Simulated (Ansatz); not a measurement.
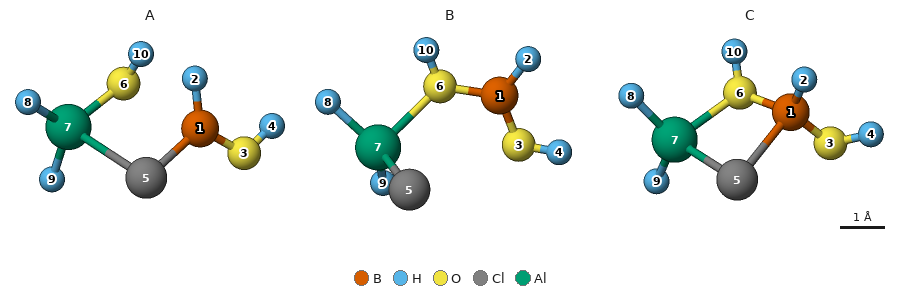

3 geometries from one relaxation of AlBH5O2Cl, in shuffled order. Style: ball-and-stick. Shown from a free direction.

The run prepares an end point of a later path (reaction) calculation, from a guessed geometry.

These are results of Ansatz 0.2.0, RKS r2SCAN-D4/def2-SVP, not measurements. (no spin polarisation; force threshold 0.03 eV/Å; at most 50 steps)

Put them in the order of the run, from the start to the converged end.

Answer. A, C, B. They are steps 0, 11, 30, at +1.487 eV, +0.418 eV relative to the last. The energy falls by 1.487 eV in 26 accepted moves (30 points after the start). Largest force component: 1.1 eV/Å at the start, 0.023 eV/Å at the end. The line search rejected the trial steps at points 2, 7, 14, 19 of the run. The largest move after the best rigid fit is that of Cl5, 1.01 Å. Largest moves by element: Cl 1.01 Å, B 0.99 Å, H 0.96 Å, O 0.91 Å, Al 0.60 Å. Among the contacts that change: B1–Cl5 1.818 → 3.494 Å, B1–O6 2.599 → 1.403 Å, Cl5–Al7 2.689 → 2.156 Å, O6–Al7 1.748 → 2.021 Å. New bonds form, among them: B1–O6 (2.60 → 1.40 Å). Bonds break, among them: B1–Cl5 (1.82 → 3.49 Å). Bond angles that change, for instance: O6–Al7–H8 119.1° → 93.7°, Cl5–Al7–H8 97.3° → 114.3°, Cl5–Al7–H9 100.2° → 116.2°.
